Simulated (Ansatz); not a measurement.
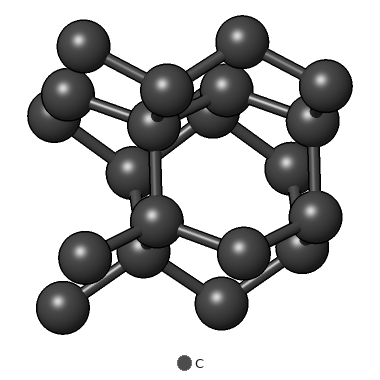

The system is H₂ on a C(101) slab cut from the P6_3/mmc phase, its upper half relaxed before the scan (20 atoms of substrate and one adsorbate in a 2 × 1 cell); the picture shows it without the atoms that are moved over the map. H2 lies flat over one site of a rigid substrate while its bond length and height are varied; it sits over a hollow site, heights counted from the top plane, its axis along the second surface vector. Coordinates scanned: (1) distance H21-H22; (2) height of the H2 axis above the plane of C19. The scan uses an 8 × 9 grid. At 20 points there is no value (left out: too close to the surface, or the stretched molecule far from it). Points are written as (first, second). All energies are given in eV relative to the lowest grid point. The calculation used DFT LDA, scalar-relativistic, plane waves, PAW (Ansatz). Settings: cutoff 420 eV, k-mesh 6×6×1, gaussian smearing 0.05 eV, no spin polarisation.

Range: distance H21-H22 from 0.650 to 2.650 Å; height of the H2 axis above the plane of C19 from 0.45 to 3.60 Å.

### What landscape does the calculation give?

The lowest grid point is at (0.750 Å, 1.73 Å). The highest grid point, (2.235 Å, 1.73 Å), lies 3.56 eV above the lowest. On the interpolated surface the lowest path from the intact molecule far from the surface, about (0.79 Å, 3.11 Å), to the stretched end of the scan, (2.650 Å, 0.45 Å), has its top at about (1.74 Å, 0.90 Å), about 2.5 eV above the start and 0.9 eV above the end.

```tsv
second ↓, first →	0.650	0.750	0.919	1.181	1.495	1.849	2.235	2.650
3.60	0.37	0.10	0.37	1.43	–	–	–	–
3.00	0.35	0.07	0.34	–	–	–	–	–
2.60	0.33	0.05	0.31	1.35	–	–	–	–
2.05	0.30	0.01	0.26	1.26	2.48	–	–	–
1.73	0.29	0.00	0.24	1.21	2.36	3.21	3.56	3.45
1.41	0.32	0.03	0.26	1.19	2.24	–	2.96	–
1.09	0.43	0.14	0.37	1.26	2.20	2.61	2.34	1.71
0.77	0.68	0.39	0.62	1.49	2.32	–	1.98	–
0.45	1.17	0.89	1.12	1.96	2.70	2.83	2.36	1.62
```

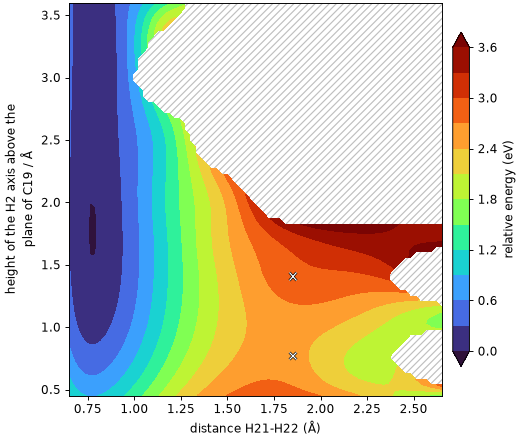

The picture shows filled contours, crosses at grid points without a value, one colour for all values above the top of the scale, hatched blanks where no value was computed. Between grid points the surface is interpolated.

Each point was launched as `ansatz run input.yaml --threads 1 --pin off --max-ram 3072MiB --backend cpu --events-out ev --progress --plain --runs-dir out`. Time for the 52 points that were run: 73 min on 1 thread of Arm Neoverse V2, on a shared host.

PAW datasets: the set soft_1.
